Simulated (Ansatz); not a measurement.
# BF3 (singlet): from Hartree-Fock to the top rungs, 6-31G*

How much of the correlation energy of BF3 (singlet) does each wave-function method recover here?

Computed with Ansatz 0.2.0, Gaussian basis. Level: 6-31G*, core rule «outside noble gas», up to 4 orbitals frozen.

To be run: UHF; CCSD(T) on RHF; BCCD(T) on RHF; CISD; CCSDT(Q) on RHF.

25 further runs of the same task are left out: 7 for a known fault of the program, 1 that didn't finish, 17 set aside as unsound or not needed.

### 1 The geometry

The geometry is an MP2(full)/6-31G* stationary point (not a proven minimum).

4 atoms, charge 0, spin multiplicity 1.

Atoms are counted from 1 here; the program's logs count them from 0.

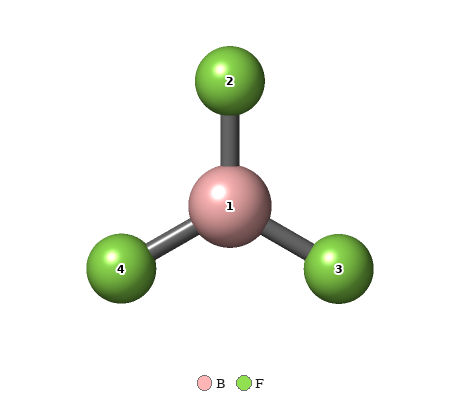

The structure; boron pink, fluorine green; atoms are numbered from 1 in the order of the file.

### 2 UHF

in.yaml reads:

```yaml
crystal:
  periodic: [false, false, false]
  atoms:
    - {symbol: B, position_ang: [0.000000, 0.000000, 0.000000]}
    - {symbol: F, position_ang: [0.000000, 1.321760, 0.000000]}
    - {symbol: F, position_ang: [1.144678, -0.660880, 0.000000]}
    - {symbol: F, position_ang: [-1.144678, -0.660880, 0.000000]}
basis:
  gaussian: {orbitals: "6-31G*"}
magnetization: {spin_polarized: true, initial_magnetization: 0}
hamiltonian: {xc: hf}
output: {orbitals: {seedname: orbitals}}
```

The run is started by

```sh
ansatz run in.yaml --threads 1 --pin off --events-out ev --progress --plain --max-ram 3793MiB --backend cpu
```

After this run come: CCSD(T) on RHF; BCCD(T) on RHF; CISD; CCSDT(Q) on RHF.

**Question.** What will the summary of the whole plan be? Wanted: RCCSDT(Q) below the RHF energy; RMP2 from RCCSDT(Q); RCCSD from RCCSDT(Q); RCCSD(T) from RCCSDT(Q); T1 diagnostic.

**Answer**, as computed:

| quantity | value |
| --- | --- |
| RCCSDT(Q) below the RHF energy | -16.3892 eV |
| RMP2 from RCCSDT(Q) | +46.5 kJ/mol |
| RCCSD from RCCSDT(Q) | +34.2 kJ/mol |
| RCCSD(T) from RCCSDT(Q) | +4.2 kJ/mol |
| levels within 1 kcal/mol (43 meV) | BCCD(T), RCCSDT |
| T1 diagnostic | 0.014 |

**Reading.** RCCSD(T) misses by +4.2 kJ/mol, 0.3 % of the correlation energy. These misses are within one basis, not against nature.
